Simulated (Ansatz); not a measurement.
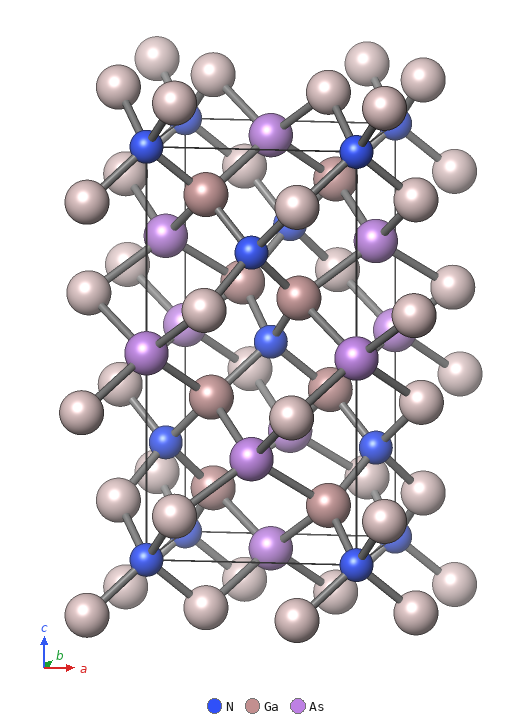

The image is a ball-and-stick drawing of a crystal, viewed slightly off an axis. The conventional unit cell is outlined; an atom on or near a face, edge or corner is repeated at each equivalent position. The bonded neighbours beyond the faces are included, in fainter colours.

Ga2AsN, space group I-42d (No. 122), a = 5.099 Å, b = 5.099 Å, c = 9.954 Å, α = 90.00°, β = 90.00°, γ = 90.00°. The initial geometry was a structure type filled with these elements by a generator (whether the compound takes this form wasn't checked). Earlier steps of the study, as a rule a relaxation of our own, may have changed the cell and positions, so they can lie some per cent off the listed ones. It was run through Ansatz as a DFT input.

This one geometry was computed with Ansatz (DFT, plane waves, PAW) at five levels of theory: PBE, PBE0, PBE with spin-orbit coupling, HSE06 and r2SCAN. It was relaxed beforehand with r2SCAN.

Which level gives the highest pressure at this volume, and what does that say about its equilibrium volume?

Highest: PBE (3.9 GPa) and PBE with spin-orbit coupling (3.9 GPa), which points to the largest equilibrium volume. Lowest, with the smallest volume: PBE0 (0.0 GPa), HSE06 (0.2 GPa) and r2SCAN (0.0 GPa). Levels within 0.5 GPa of each other can't be told apart.

How does the band gap change with the level of theory?

PBE with spin-orbit coupling: a gap of 0.60 eV, direct; PBE: a gap of 0.62 eV, direct; r2SCAN: a gap of 1.00 eV, direct; HSE06: a gap of 1.53 eV, direct; PBE0: a gap of 2.16 eV, direct.

Collect the results in a table.

| level | cutoff (eV) | k-mesh of the run's cell | gap (eV) | pressure (GPa) |
| --- | --- | --- | --- | --- |
| PBE | 420 | 8×8×8 | 0.62 | 3.9 |
| PBE0 | 420 | 4×4×4 | 2.16 | 0.0 |
| PBE with spin-orbit coupling | 420 | 8×8×8 | 0.60 | 3.9 |
| HSE06 | 420 | 4×4×4 | 1.53 | 0.2 |
| r2SCAN | 500 | 8×8×8 | 1.00 | 0.0 |

Gaps are taken on the k-mesh or band path of each run.
